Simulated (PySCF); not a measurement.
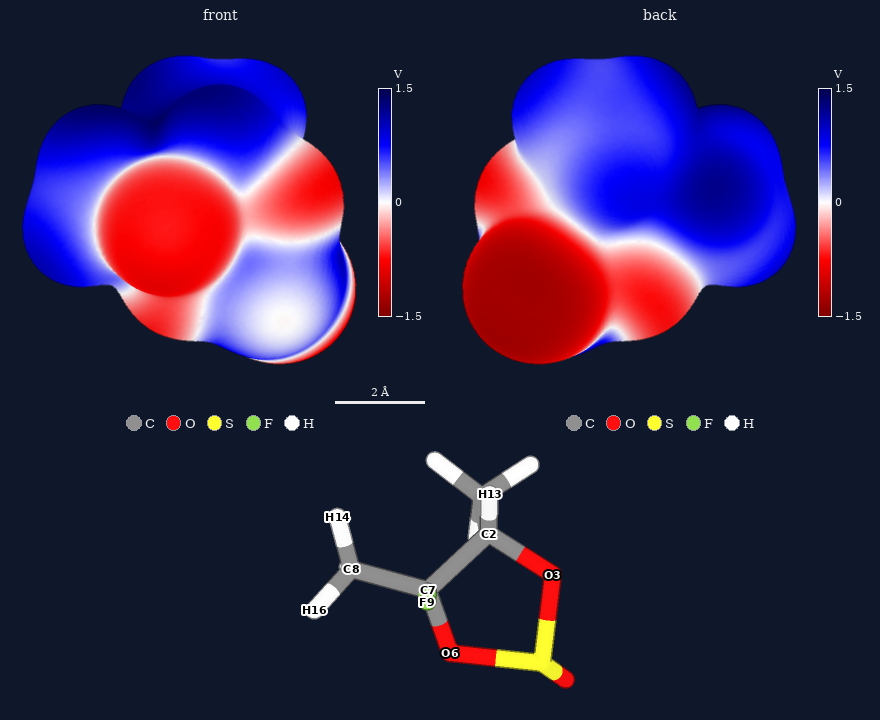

Figure 1: C₄H₇FO₃S. The molecular electrostatic potential painted on the density surface at 0.002 e/bohr³, seen from the front and from behind; red is negative and blue positive. The bare structure is drawn below in the same view.

Geometry: GFN2-xTB.

The calculation used PySCF 2.14.0, PBE0/def2-SVPD, SCF density, gas phase.

```yaml
atoms:
  - { symbol: C, position_ang: [0.2950, 1.5555, -0.4484] }
  - { symbol: C, position_ang: [0.4235, 0.5442, 0.6834] }
  - { symbol: O, position_ang: [1.7585, 0.1240, 0.8169] }
  - { symbol: S, position_ang: [2.1048, -1.3290, 0.0690] }
  - { symbol: O, position_ang: [2.7984, -1.1009, -1.1556] }
  - { symbol: O, position_ang: [0.4669, -1.5532, -0.3361] }
  - { symbol: C, position_ang: [-0.3550, -0.7658, 0.4174] }
  - { symbol: C, position_ang: [-1.7367, -0.6314, -0.1941] }
  - { symbol: F, position_ang: [-0.5064, -1.3850, 1.6675] }
  - { symbol: H, position_ang: [0.5481, 1.0849, -1.3961] }
  - { symbol: H, position_ang: [0.9957, 2.3672, -0.2704] }
  - { symbol: H, position_ang: [-0.7119, 1.9590, -0.4944] }
  - { symbol: H, position_ang: [0.1051, 0.9731, 1.6401] }
  - { symbol: H, position_ang: [-2.3313, 0.0607, 0.3950] }
  - { symbol: H, position_ang: [-1.6531, -0.2838, -1.2179] }
  - { symbol: H, position_ang: [-2.2092, -1.6103, -0.1877] }
```

> Describe the electrostatic potential map.

The most negative region (about −1.3 V) lies over O5, the most positive (about +1.4 V) over C2 and H14. O5 is the likeliest acceptor of a hydrogen bond.

> What dipole moment does the calculation give?

Its dipole moment is 3.45 D.
